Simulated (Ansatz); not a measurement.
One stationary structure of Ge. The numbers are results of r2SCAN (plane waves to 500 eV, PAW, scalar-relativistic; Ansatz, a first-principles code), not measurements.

Fd-3m, origin choice 1 (No. 227), cF8, diamond type; a = b = c = 5.6746 Å, α = β = γ = 90.00°.

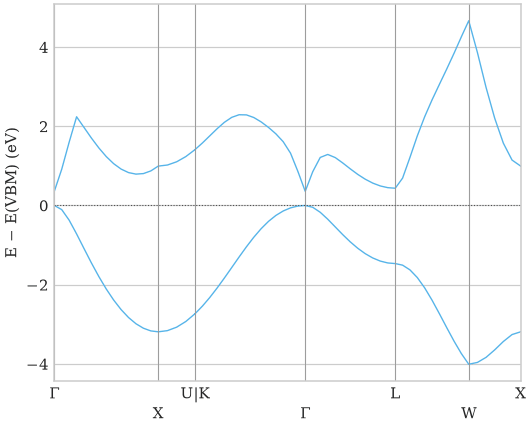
*Highest filled and lowest empty band along the path of this cell's Brillouin zone*

Task: Read off the gap and say whether it is direct.

Result: 0.36 eV, direct at Γ (no spin-orbit coupling).

Task: How far does the top valence band disperse along this path?

Result: About 4.0 eV.

No spin polarisation in the result.

Measured for Ge: a 5.644 Å (static lattice; corrected from measurement; as listed in Daniel Mejia-Rodriguez, S. B. Trickey, Phys. Rev. B (2018)); gap 0.792 eV (static lattice; corrected from measurement; as listed in Anna Miglio et al., npj Computational Materials (2020)). Computed minus measured — a: r2SCAN +0.5 %; gap: r2SCAN -0.44 eV. The computed values are for a static lattice, and a measured gap can be an optical one, lowered by exciton binding.

The run could not lose the symmetry of its start; a randomly shaken copy of 2 atoms returns to this structure.

All atoms sit on sites fixed by symmetry, so only the cell could relax.
